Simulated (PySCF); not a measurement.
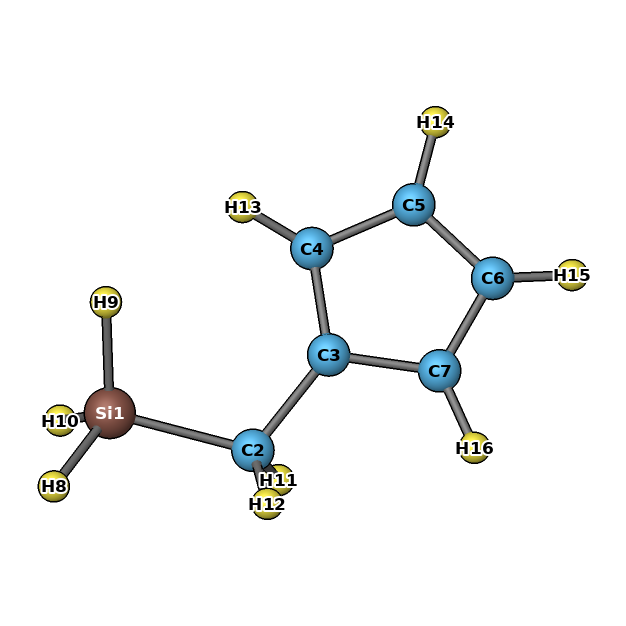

The questions are on isotropic NMR shieldings of the C atoms. State: charge −1, singlet. Geometry: a frame of a GFN2-xTB molecular-dynamics simulation, not a minimum. Method: GIAO PBE0/pcSseg-1 NMR shielding, non-relativistic, gas phase (PySCF 2.14.0).

### Which C atom is the most shielded (lowest chemical shift)?

C2 (178.3 ppm).

### Which C atom is the least shielded (highest chemical shift)?

C3 (61.0 ppm).

### How wide is the range of C shifts?

117.3 ppm.

Give the isotropic NMR shieldings of the C atoms atom by atom.

| atom | σ (ppm) |
| --- | --- |
| C2 | 178.3 |
| C3 | 61.0 |
| C4 | 83.3 |
| C5 | 73.7 |
| C6 | 80.6 |
| C7 | 64.8 |
